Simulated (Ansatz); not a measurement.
# Si2Ni: the cost of one run

Computed with Ansatz 0.2.0 (DFT r2SCAN, PAW, plane waves, scalar-relativistic, unless a step's input says otherwise).

The COD entry's cell or inner coordinates are ideal or old and differ from later refinements, so a difference from it is no clean test against experiment.

## Step 1: The structure to begin with

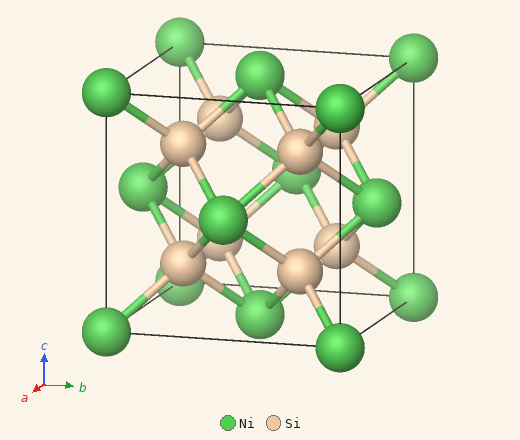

Start, viewed slightly off an axis; nickel green, silicon light orange. Atoms on the faces are drawn again on the opposite ones. The cell drawn here is the conventional one.

As a file:

```
Ni Si
1.0
    -2.69750   -2.69750   -5.39500
     2.69750   -2.69750    0.00000
    -2.69750   -2.69750    0.00000
Ni Si
2 4
Direct
  0.00000 0.00000 0.00000
  0.50000 0.50000 0.00000
  0.75000 0.00000 0.75000
  0.25000 0.50000 0.75000
  0.75000 0.50000 0.25000
  0.25000 0.00000 0.25000
```

In tables a label like Si6 counts atoms in the order of input.yaml; a structure file may count by element.

First come: parallel moments, plain SCF; opposed moments +-, plain SCF; no spin polarisation; spin on, no moments given (the program may seed its own), plain SCF. Further starts follow from what these give.

“Plain SCF” means no search for lower states. Ends within 0.2 meV/atom and 0.1 μB count as one state.

The total moment includes the space between the atomic spheres.

## Step 2: Parallel moments, plain SCF

Contents of input.yaml:

```yaml
crystal:
  lattice:
    - [-2.6975, -2.6975, -5.395]
    - [2.6975, -2.6975, 0.0]
    - [-2.6975, -2.6975, 0.0]
  atoms:
    - { symbol: Ni, position: [0.0, 0.0, 0.0], spin: 2.0 }
    - { symbol: Ni, position: [0.5, 0.5, 0.0], spin: 2.0 }
    - { symbol: Si, position: [0.75, 0.0, 0.75] }
    - { symbol: Si, position: [0.25, 0.5, 0.75] }
    - { symbol: Si, position: [0.75, 0.5, 0.25] }
    - { symbol: Si, position: [0.25, 0.0, 0.25] }
magnetization:
  spin_polarized: true
hamiltonian:
  xc: r2scan
  pseudopotentials: { kind: paw }
basis:
  ecutwfc: 500
kpoints:
  mp_grid: { grid: [4, 5, 7] }
scf:
  occupations: { method: fermi_dirac, width: 0.1 }
  lower_state_search: "off"
output:
  forces: true
  stress: true
```

Q: Estimate wall time and peak memory on 2 threads of an x86-64 CPU, shared host.

About 2.1 min, with a peak of 0.73 GiB.
